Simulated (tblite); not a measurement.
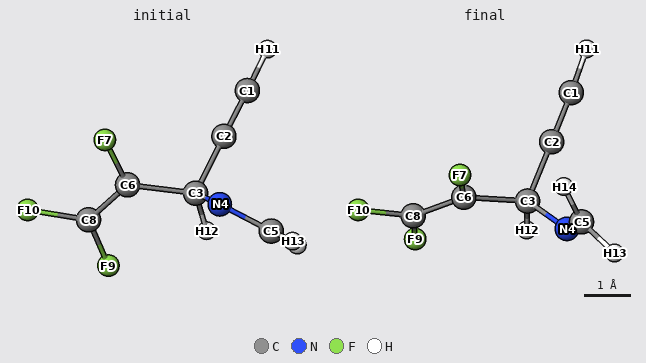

The structure of C$_{6}$H$_{4}$F$_{3}$N (charge +1, multiplicity 2) before (left) and after (right) a relaxation, at one scale.

The picture is a ball-and-stick view, seen at a tilt.

The calculation used GFN2-xTB geometry optimisation, gas phase in tblite 0.8.0. 

Summarise the run.

Answer. The energy falls by 72.7 kJ/mol in 183 geometry steps. H14 moves most after the best rigid fit: 2.59 Å. By element the largest moves are H 2.59 Å, F 1.16 Å, N 1.12 Å, C 0.51 Å. Some distances before and after: C8–F10 1.360 → 1.296 Å, C8–F9 1.355 → 1.307 Å, N4–C5 1.274 → 1.229 Å, C3–N4 1.454 → 1.413 Å. Bond angles that change, for instance: C3–N4–C5 115.7° → 137.7°, F9–C8–F10 119.0° → 113.1°, C6–C8–F10 120.2° → 124.9°. Groups turn about C3–N4 by about 150°. Cost: 1.1 s on 1 thread of Arm Neoverse V2, with other jobs on the host.
